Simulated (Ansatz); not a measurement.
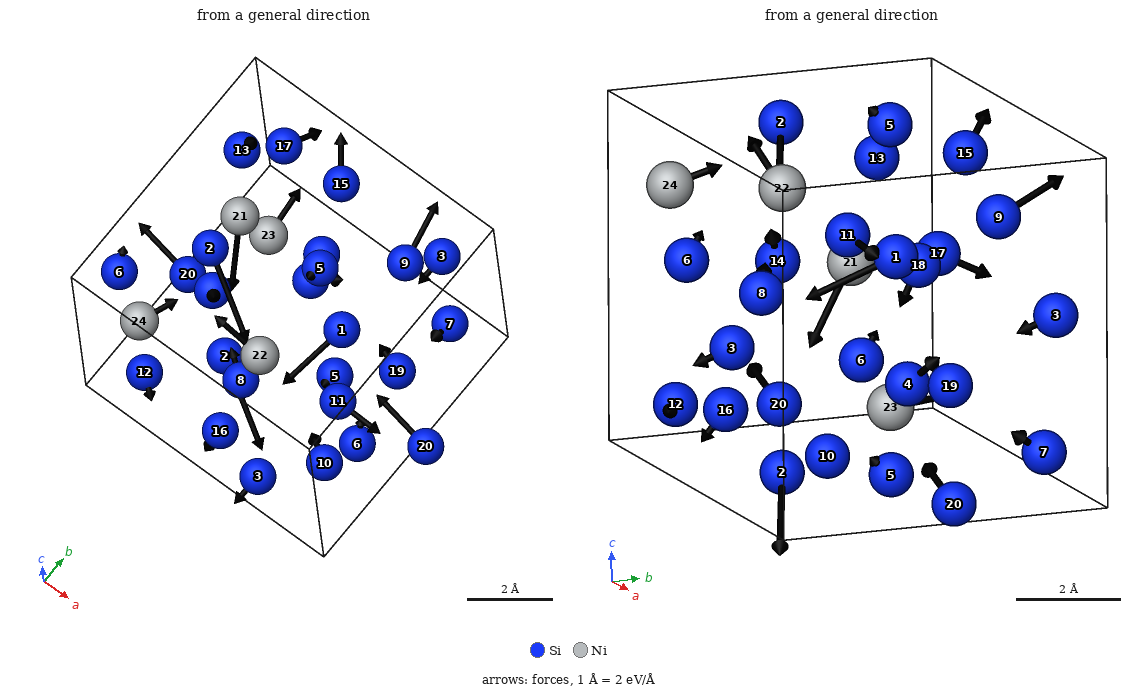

The image is a spheres-only drawing of a crystal, viewed from two general directions. The outline marks the simulation cell. The arrows are the computed forces on the atoms.

System: Si₅Ni. Setup: DFT PBE, scalar-relativistic, plane waves, PAW (Ansatz 0.2.0); a cutoff energy of 420 eV, the zone sampled with 3×3×3 points, Fermi-Dirac smearing of 0.15 eV, no spin polarisation (a spin-restricted run, not always the ground state).

**Is the structure at rest?**

No. The atoms still feel forces of up to about 4 eV/Å, far above a usual threshold of 0.01 to 0.03 eV/Å.

**Where does the largest force act?**

Si2, about 4 eV/Å.

The structure comes from a structure type filled with these elements by a generator (whether the compound takes this form wasn't checked). Earlier steps of the study, as a rule a relaxation of our own, may have changed the cell and positions, so they can lie some per cent off the listed ones. It went into a calculation with Ansatz.
